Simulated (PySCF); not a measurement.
# C5H7BOSi: the cost of one run

Computed with PySCF 2.14.0 and routines of our own; the level stands in each step. Atoms count from 0.

### Step 1. The system as given

15 atoms, charge 0, multiplicity 1; geometry from: GFN2-xTB.

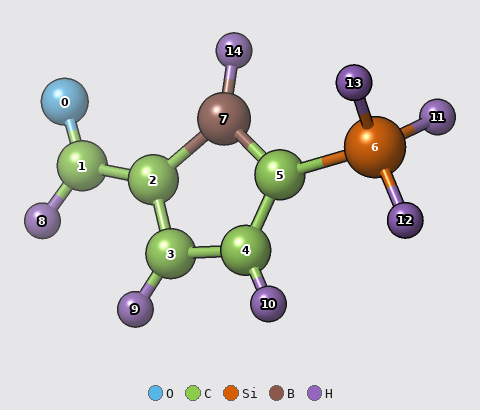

The starting geometry (oxygen blue, carbon green, silicon orange, boron brown, hydrogen purple).

### Step 2. Optimising the geometry at PBE0-D3(BJ)/def2-SVP

What the job is given:

```
{"job": {"xc": "PBE0", "basis": "def2-SVP", "d3": "d3bj", "grid": 2, "kind": "geom"}, "charge": 0, "multiplicity": 1}
O     -3.453509     1.001381    -1.083603
C     -2.962770     0.232286    -0.290684
C     -1.542440     0.031423    -0.073168
C     -1.052024    -0.872094     0.808588
C      0.413777    -0.862594     0.832366
C      0.939442     0.039476    -0.021062
Si     2.777009     0.352439    -0.235725
B     -0.290794     0.724939    -0.754309
H     -3.611643    -0.398819     0.355470
H     -1.636460    -1.529745     1.435848
H      0.969175    -1.521350     1.482748
H      3.146685     0.094077    -1.629537
H      3.520333    -0.544778     0.653509
H      3.054547     1.749926     0.106579
H     -0.275739     1.511424    -1.608930
```

On the command line:

```sh
OMP_NUM_THREADS=1 python excited_run.py task.json out
```

The driver reads the jobs from task.json and runs them one after another.

Q: Estimate the wall time and peak memory of this first job on 1 thread of Arm Neoverse V1, shared host.

About 64 s, with a peak of 0.78 GiB.
